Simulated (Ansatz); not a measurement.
# PBE0/STO-3G run of B2H6

Aim: the vertical ionisation energy of B2H6 at PBE0/STO-3G, from 2 runs. 

The calculation is run with Ansatz 0.2.0.

### 1 The molecule

The species is B2H6 (8 atoms), meant as a singlet with charge 0. The shape is that of a GFN2-xTB optimisation.

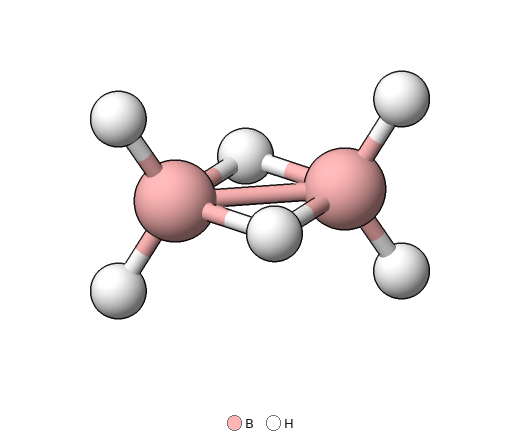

The structure, seen from a chosen angle (boron pink, hydrogen white).

### 2 A single-point energy at PBE0/STO-3G

Input file molecule.yaml:

```yaml
crystal:
  periodic: [false, false, false]
  atoms:
    - {symbol: B, position_ang: [0.512330, -0.651880, 0.361590]}
    - {symbol: H, position_ang: [1.348300, -1.184480, -0.267850]}
    - {symbol: H, position_ang: [0.361730, -0.994490, 1.474260]}
    - {symbol: H, position_ang: [0.629670, 0.651070, 0.285640]}
    - {symbol: B, position_ang: [-0.512660, 0.652050, -0.361420]}
    - {symbol: H, position_ang: [-1.347930, 1.185240, 0.267880]}
    - {symbol: H, position_ang: [-0.360500, 0.994270, -1.473760]}
    - {symbol: H, position_ang: [-0.630940, -0.651780, -0.286340]}
basis:
  gaussian:
    orbitals: STO-3G
hamiltonian:
  xc: pbe0
accuracy: high
```

On the command line:

```console
$ ansatz run molecule.yaml --threads 1 --pin off --max-ram 2610MiB --events-out events.jsonl --progress --plain --runs-dir runs
```

What it wrote:

```text
Warning: RAYON_NUM_THREADS=1 ignored (pool sized by the plan → 1); use --threads N
Functional definition: PBE0
  name "PBE0"
  parameter a = 0.25
  parameter kappa = 0.804
  parameter beta = 0.06672455060314922
  exchange = (1 - a)*pbe_x(kappa = kappa, mu = beta*pi^2/3) + a*exact_x
  correlation = pbe_c(beta = beta)
272 factors; integrals over basis functions are off by at most 1.5e-8 eV
mean field evaluation 1: about -1429.5524 eV, gradient 1.0e1 eV
mean field evaluation 2: about -1429.8752 eV, gradient 4.7e0 eV
mean field evaluation 4: about -1429.9490 eV, gradient 3.2e-1 eV
mean field evaluation 8: about -1429.8795 eV, gradient 1.2e-3 eV
mean field -1429.87948492 eV, -52.5471018636 hartree, gradient 7.4e-8 eV, S^2 0.000000; 0 other end points of the search recorded, 0 dependent functions left out
reference -1429.87948634 eV, -52.5471019160 hartree; 8, 8 occupied and 8, 8 virtual orbitals, 272 factors
Total energy: -1429.87948634 eV, -52.5471019160 hartree
```

Run time: 0.96 s. Hardware: 1 thread of Arm Neoverse V2, shared host; peak memory 0.093 GiB.

### 3 The doublet cation, same level

Input file run.yaml:

```yaml
crystal:
  periodic: [false, false, false]
  atoms:
    - {symbol: B, position_ang: [0.512330, -0.651880, 0.361590]}
    - {symbol: H, position_ang: [1.348300, -1.184480, -0.267850]}
    - {symbol: H, position_ang: [0.361730, -0.994490, 1.474260]}
    - {symbol: H, position_ang: [0.629670, 0.651070, 0.285640]}
    - {symbol: B, position_ang: [-0.512660, 0.652050, -0.361420]}
    - {symbol: H, position_ang: [-1.347930, 1.185240, 0.267880]}
    - {symbol: H, position_ang: [-0.360500, 0.994270, -1.473760]}
    - {symbol: H, position_ang: [-0.630940, -0.651780, -0.286340]}
basis:
  gaussian:
    orbitals: STO-3G
total_charge: 1
hamiltonian:
  xc: {name: PBE0}
accuracy: high
magnetization:
  spin_polarized: true
  initial_magnetization: 1
```

On the command line:

```console
$ ansatz run run.yaml --threads 1 --pin off --max-ram 2610MiB --events-out events.jsonl --progress --plain --runs-dir runs
```

What it wrote:

```text
Warning: RAYON_NUM_THREADS=1 ignored (pool sized by the plan → 1); use --threads N
Functional definition: PBE0
  name "PBE0"
  parameter a = 0.25
  parameter kappa = 0.804
  parameter beta = 0.06672455060314922
  exchange = (1 - a)*pbe_x(kappa = kappa, mu = beta*pi^2/3) + a*exact_x
  correlation = pbe_c(beta = beta)
272 factors; integrals over basis functions are off by at most 1.5e-8 eV
mean field evaluation 1: about -1418.4402 eV, gradient 2.7e0 eV
mean field evaluation 2: about -1418.5182 eV, gradient 4.8e-1 eV
mean field evaluation 4: about -1418.4484 eV, gradient 2.3e-1 eV
mean field evaluation 8: about -1418.4489 eV, gradient 1.2e-3 eV
mean field evaluation 16: about -1418.4489 eV, gradient 1.2e-7 eV
mean field -1418.44891777 eV, -52.1270362688 hartree, gradient 3.7e-8 eV, S^2 0.752777; 0 other end points of the search recorded, 0 dependent functions left out
reference -1418.44891932 eV, -52.1270363256 hartree; 8, 7 occupied and 8, 9 virtual orbitals, 272 factors
Total energy: -1418.44891932 eV, -52.1270363256 hartree
```

Wall time 1.7 s (1 thread of Arm Neoverse V2, shared host); peak memory 0.13 GiB.

### 4 Summary of results

Level: PBE0/STO-3G.

```
                                          quantity         value
                        singlet B2H6: total energy  -52.54710 Eh
                      doublet cation: total energy  -52.12704 Eh
                              doublet cation: ⟨S²⟩         0.753
vertical ionisation energy (to the doublet cation)     11.431 eV
```

In words: Removing an electron at fixed nuclei costs 11.43 eV (1103 kJ/mol). In a minimal basis such a difference can be off by several eV, whatever the method.
